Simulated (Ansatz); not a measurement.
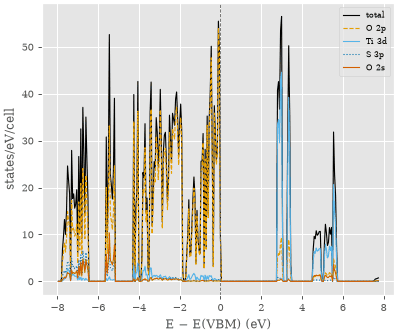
Fig. 1. Total and projected density of states of TiS₂O₈ in space group R3 (No. 146; Pearson symbol hR33), r²SCAN (plane waves, PAW; program Ansatz)

Which orbitals carry the states next to the gap?

Top 1 eV of the valence band: O 2p 95 %. Bottom 1 eV of the conduction band: Ti 3d 80 %, O 2p 16 %. Projections are on Löwdin-orthogonalised atomic valence shells; empty p or d shells of many metals are not among them.

The workflow started from a Materials Project entry (that database holds measured and hypothetical structures alike); the Crystallography Open Database copy checked does not list it. Whether it is the stable phase at ambient conditions was not checked. Symmetry was held in the r²SCAN relaxation; whether a distortion lowers the energy is not shown. No spin polarisation was allowed.

Potentials: the later of the program's two PAW sets.
